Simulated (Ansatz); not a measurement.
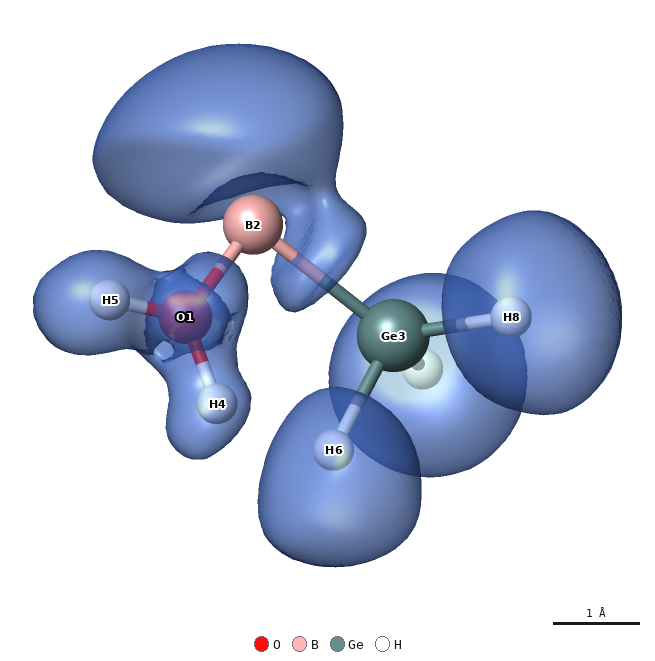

BGeH5O. Isosurface of the electron localisation function at 0.75 (blue), seen at a tilt. Only the valence region is drawn (cores and ρ < 0.01 e/Å³ removed).

Theory: Ansatz, RKS PBE/def2-SVP.

```tsv
atom	x (Å)	y (Å)	z (Å)
O	-1.3197	0.7741	-0.6982
B	0.1168	0.8506	-1.0884
Ge	0.7582	-0.2779	0.5963
H	-1.6545	0.2609	0.1873
H	-1.9978	1.2034	-1.2567
H	-0.7702	-0.4802	1.2123
H	1.3625	-1.7055	0.4097
H	1.6085	0.4028	1.7153
```

### Identify the bonds, lone pairs and shells in this picture.

At this value the surface marks out three regions around hydrogen nuclei, one region on B in which the atom's valence shell and bonds are merged and one joined region spread over several atoms (H, O), in which their bonds and any lone pairs are merged. Profiles from the grid: B–O (1.49 Å): the ELF peaks at about 0.90 between the atoms; a polar covalent bond. Ge–B (2.13 Å): the ELF peaks at about 0.95 in the valence shell of B, 0.8 Å from its nucleus, and is about 0.85 at the midpoint.
